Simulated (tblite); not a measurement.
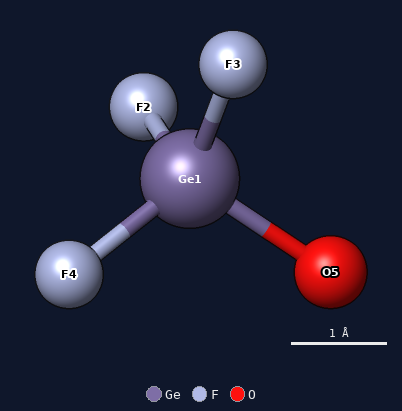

Fig. 1: The structure as given in the input (ball-and-stick view, seen at a tilt; atoms are numbered from 1 in the order of the input). Sticks mark near contacts.

# Geometry relaxation, with input and output: GeOF$_{3}$

- system: GeOF$_{3}$, multiplicity 2
- method: GFN2-xTB geometry optimisation, gas phase (tblite 0.8.0)

### The input
```
{"job": {"kind": "relax", "xc": "GFN2-xTB", "basis": "xTB"}, "charge": 0, "multiplicity": 2}
Ge     0.007220    -0.008394    -0.038322
F      1.295167    -1.145939    -0.034921
F      0.637774     1.597478    -0.195883
F     -1.109291    -0.375822    -1.307828
O     -0.829087    -0.065047     1.563688
```

The first line tells a small driver script what to run in tblite; the rest is the geometry in Å.

Command:
```bash
OMP_NUM_THREADS=1 python <driver script> task.json out
```

### What the program printed
```
step      E/eV     max force
  0    -549.22615    2.344
  1    -549.36842    1.777
  2    -549.26374    4.874
  3    -549.47520    0.908
  4    -549.50031    0.403
  5    -549.51224    0.442
  6    -549.51629    0.381
  7    -549.52786    0.234
  8    -549.52966    0.234
  9    -549.53632    0.045
 10    -549.53638    0.024
 11    -549.53642    0.019
 12    -549.53646    0.028
 13    -549.53650    0.035
 14    -549.53656    0.038
 15    -549.53664    0.038
 16    -549.53671    0.028
 17    -549.53674    0.012
 18    -549.53674    0.005
```

### Trajectory as extended XYZ (Å, eV, eV/Å), 19 frames, from step=0 to step=18
```
5
Properties=species:S:1:pos:R:3:forces:R:3 step=0 energy=-549.22615
Ge    0.0072   -0.0084   -0.0383   -1.1400  -0.0470   2.0470
F     1.2952   -1.1459   -0.0349   -0.2140   0.2580  -0.1750
F     0.6378    1.5975   -0.1959   -0.0900  -0.4030  -0.1340
F    -1.1093   -0.3758   -1.3078    0.4370   0.1290   0.2560
O    -0.8291   -0.0650    1.5637    1.0070   0.0630  -1.9940
5
Properties=species:S:1:pos:R:3:forces:R:3 step=1 energy=-549.36842
Ge   -0.0091   -0.0091   -0.0091   -0.8550  -0.0410   1.5570
F     1.2921   -1.1423   -0.0374   -0.2390   0.2760  -0.1530
F     0.6365    1.5917   -0.1978   -0.0910  -0.4000  -0.1290
F    -1.1030   -0.3740   -1.3042    0.4170   0.1300   0.2660
O    -0.8147   -0.0641    1.5352    0.7670   0.0360  -1.5410
5
Properties=species:S:1:pos:R:3:forces:R:3 step=2 energy=-549.26374
Ge   -0.0647   -0.0118    0.0922    2.2210   0.1340  -4.2400
F     1.2767   -1.1244   -0.0474   -0.2070   0.2430  -0.1170
F     0.6306    1.5658   -0.2062   -0.0450  -0.2820  -0.1320
F    -1.0760   -0.3656   -1.2869    0.3110   0.1030   0.1860
O    -0.7648   -0.0618    1.4350   -2.2800  -0.1990   4.3030
5
Properties=species:S:1:pos:R:3:forces:R:3 step=3 energy=-549.47520
Ge   -0.0257   -0.0098    0.0205   -0.4250  -0.0230   0.8020
F     1.2841   -1.1330   -0.0425   -0.2010   0.2380  -0.1330
F     0.6336    1.5786   -0.2022   -0.0650  -0.3250  -0.1280
F    -1.0892   -0.3697   -1.2954    0.3400   0.1090   0.2010
O    -0.8010   -0.0639    1.5065    0.3520   0.0010  -0.7420
5
Properties=species:S:1:pos:R:3:forces:R:3 step=4 energy=-549.50031
Ge   -0.0327   -0.0101    0.0331   -0.1810  -0.0100   0.3600
F     1.2798   -1.1279   -0.0454   -0.1710   0.2100  -0.1250
F     0.6321    1.5715   -0.2049   -0.0480  -0.2780  -0.1280
F    -1.0818   -0.3673   -1.2909    0.2950   0.0960   0.1580
O    -0.7956   -0.0640    1.4948    0.1050  -0.0180  -0.2650
5
Properties=species:S:1:pos:R:3:forces:R:3 step=5 energy=-549.51224
Ge   -0.0405   -0.0104    0.0478    0.1370   0.0130  -0.2100
F     1.2724   -1.1190   -0.0506   -0.1050   0.1480  -0.1140
F     0.6299    1.5595   -0.2100   -0.0170  -0.1890  -0.1280
F    -1.0690   -0.3632   -1.2837    0.2120   0.0700   0.0740
O    -0.7909   -0.0646    1.4832   -0.2270  -0.0430   0.3770
5
Properties=species:S:1:pos:R:3:forces:R:3 step=6 energy=-549.51629
Ge   -0.0405   -0.0103    0.0483    0.0990   0.0130  -0.1310
F     1.2701   -1.1158   -0.0528   -0.0750   0.1200  -0.1090
F     0.6294    1.5554   -0.2124   -0.0050  -0.1530  -0.1260
F    -1.0645   -0.3617   -1.2818    0.1790   0.0600   0.0420
O    -0.7927   -0.0652    1.4854   -0.1980  -0.0400   0.3230
5
Properties=species:S:1:pos:R:3:forces:R:3 step=7 energy=-549.52786
Ge   -0.0418   -0.0096    0.0564   -0.0700   0.0130   0.2230
F     1.2565   -1.0965   -0.0679    0.1100  -0.0570  -0.0730
F     0.6269    1.5301   -0.2290    0.0690   0.0760  -0.1110
F    -1.0362   -0.3524   -1.2716   -0.0310  -0.0050  -0.1520
O    -0.8036   -0.0693    1.4988   -0.0780  -0.0270   0.1130
5
Properties=species:S:1:pos:R:3:forces:R:3 step=8 energy=-549.52966
Ge   -0.0425   -0.0093    0.0594   -0.0790   0.0080   0.2200
F     1.2570   -1.0959   -0.0700    0.0970  -0.0500  -0.0640
F     0.6277    1.5293   -0.2318    0.0620   0.0680  -0.1010
F    -1.0345   -0.3518   -1.2730   -0.0240  -0.0020  -0.1270
O    -0.8059   -0.0700    1.5021   -0.0560  -0.0250   0.0730
5
Properties=species:S:1:pos:R:3:forces:R:3 step=9 energy=-549.53632
Ge   -0.0503   -0.0078    0.0859   -0.0340  -0.0090   0.0280
F     1.2597   -1.0893   -0.0872    0.0130  -0.0080   0.0080
F     0.6335    1.5211   -0.2544    0.0120   0.0190  -0.0210
F    -1.0191   -0.3460   -1.2814    0.0010   0.0130   0.0210
O    -0.8220   -0.0758    1.5238    0.0080  -0.0160  -0.0360
5
Properties=species:S:1:pos:R:3:forces:R:3 step=10 energy=-549.53638
Ge   -0.0510   -0.0079    0.0870   -0.0100  -0.0040  -0.0020
F     1.2599   -1.0893   -0.0875    0.0070  -0.0030   0.0100
F     0.6338    1.5212   -0.2552    0.0070   0.0110  -0.0170
F    -1.0188   -0.3456   -1.2813    0.0000   0.0130   0.0210
O    -0.8222   -0.0761    1.5238   -0.0040  -0.0160  -0.0110
5
Properties=species:S:1:pos:R:3:forces:R:3 step=11 energy=-549.53642
Ge   -0.0515   -0.0080    0.0874    0.0080   0.0020  -0.0140
F     1.2601   -1.0893   -0.0874    0.0030   0.0000   0.0110
F     0.6341    1.5214   -0.2560    0.0030   0.0030  -0.0140
F    -1.0185   -0.3452   -1.2808   -0.0040   0.0110   0.0140
O    -0.8224   -0.0766    1.5235   -0.0100  -0.0160   0.0030
5
Properties=species:S:1:pos:R:3:forces:R:3 step=12 energy=-549.53646
Ge   -0.0518   -0.0081    0.0875    0.0220   0.0100  -0.0140
F     1.2605   -1.0894   -0.0871    0.0000   0.0020   0.0120
F     0.6344    1.5218   -0.2570   -0.0010  -0.0060  -0.0100
F    -1.0185   -0.3446   -1.2800   -0.0100   0.0080   0.0040
O    -0.8228   -0.0775    1.5233   -0.0110  -0.0140   0.0090
5
Properties=species:S:1:pos:R:3:forces:R:3 step=13 energy=-549.53650
Ge   -0.0517   -0.0080    0.0873    0.0300   0.0170  -0.0040
F     1.2609   -1.0895   -0.0863   -0.0030   0.0050   0.0110
F     0.6348    1.5222   -0.2583   -0.0050  -0.0140  -0.0060
F    -1.0188   -0.3436   -1.2789   -0.0150   0.0050  -0.0070
O    -0.8234   -0.0788    1.5229   -0.0080  -0.0120   0.0060
5
Properties=species:S:1:pos:R:3:forces:R:3 step=14 energy=-549.53656
Ge   -0.0512   -0.0076    0.0871    0.0300   0.0200   0.0120
F     1.2614   -1.0896   -0.0850   -0.0040   0.0060   0.0090
F     0.6352    1.5225   -0.2601   -0.0070  -0.0200  -0.0030
F    -1.0195   -0.3423   -1.2776   -0.0190   0.0020  -0.0160
O    -0.8242   -0.0807    1.5224    0.0000  -0.0080  -0.0030
5
Properties=species:S:1:pos:R:3:forces:R:3 step=15 energy=-549.53664
Ge   -0.0499   -0.0067    0.0871    0.0210   0.0190   0.0260
F     1.2621   -1.0896   -0.0829   -0.0040   0.0070   0.0070
F     0.6357    1.5226   -0.2628   -0.0070  -0.0210   0.0010
F    -1.0209   -0.3405   -1.2761   -0.0180  -0.0010  -0.0210
O    -0.8253   -0.0837    1.5215    0.0080  -0.0040  -0.0120
5
Properties=species:S:1:pos:R:3:forces:R:3 step=16 energy=-549.53671
Ge   -0.0482   -0.0054    0.0875    0.0050   0.0100   0.0250
F     1.2627   -1.0894   -0.0808   -0.0010   0.0050   0.0030
F     0.6360    1.5223   -0.2655   -0.0030  -0.0140   0.0020
F    -1.0225   -0.3386   -1.2749   -0.0110  -0.0020  -0.0160
O    -0.8263   -0.0866    1.5205    0.0110   0.0000  -0.0150
5
Properties=species:S:1:pos:R:3:forces:R:3 step=17 energy=-549.53674
Ge   -0.0474   -0.0046    0.0881   -0.0040   0.0020   0.0110
F     1.2629   -1.0892   -0.0800    0.0010   0.0040   0.0020
F     0.6361    1.5218   -0.2666    0.0010  -0.0060   0.0010
F    -1.0233   -0.3379   -1.2748   -0.0040   0.0000  -0.0070
O    -0.8265   -0.0878    1.5200    0.0070   0.0010  -0.0070
5
Properties=species:S:1:pos:R:3:forces:R:3 step=18 energy=-549.53674
Ge   -0.0474   -0.0045    0.0884   -0.0050  -0.0010   0.0000
F     1.2629   -1.0890   -0.0800    0.0010   0.0030   0.0020
F     0.6360    1.5215   -0.2665    0.0020  -0.0020   0.0000
F    -1.0233   -0.3380   -1.2751   -0.0010   0.0010  -0.0020
O    -0.8264   -0.0877    1.5200    0.0030   0.0000   0.0000
```

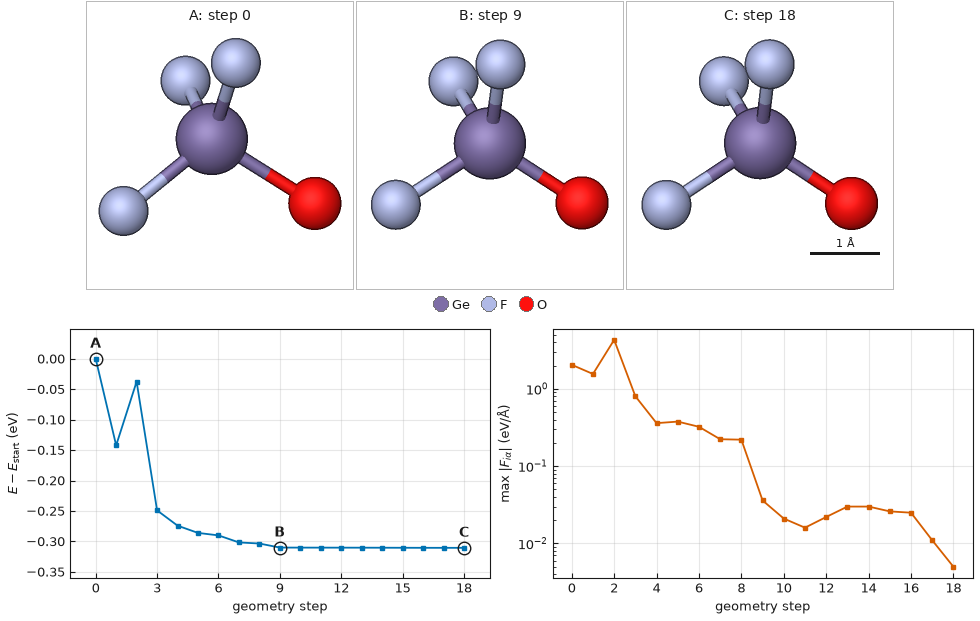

Fig. 2: Frames of the relaxation (ball-and-stick view, seen on its broad side) above the curves, on which the letters mark them (steps are counted from 0).

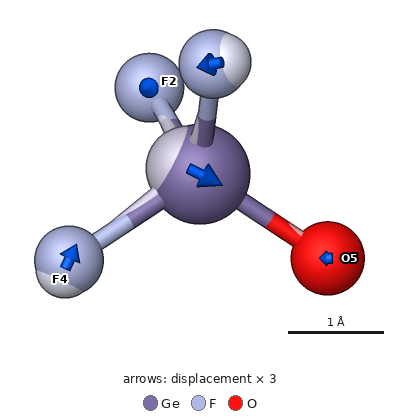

Fig. 3: Start (faint) and end (solid) with the displacements as blue arrows, magnified 3 times (ball-and-stick view, seen on its broad side). The two geometries are laid on each other by the best rigid fit. The largest move after the best rigid fit is that of Ge1, 0.14 Å. By element the largest moves are Ge 0.14 Å, F 0.10 Å, O 0.05 Å. Distances before and after: Ge1–O5 1.808 → 1.632 Å, Ge1–F3 1.732 → 1.709 Å, Ge1–F2 1.718 → 1.709 Å. Among the angles that change: F3–Ge1–O5 106.1° → 114.7°, F3–Ge1–F4 111.4° → 103.7°, F2–Ge1–F3 109.9° → 103.9°. The energy falls by 0.311 eV in 18 geometry steps. The largest force component goes from 2 to 0.005 eV/Å. (Atoms are counted from 1 in the order of the input.)

### Key numbers

```tsv
quantity	value
outcome	converged
total energy	−549.5367 eV
hardware	1 CPU thread, shared host
peak memory	0.18 GiB
```
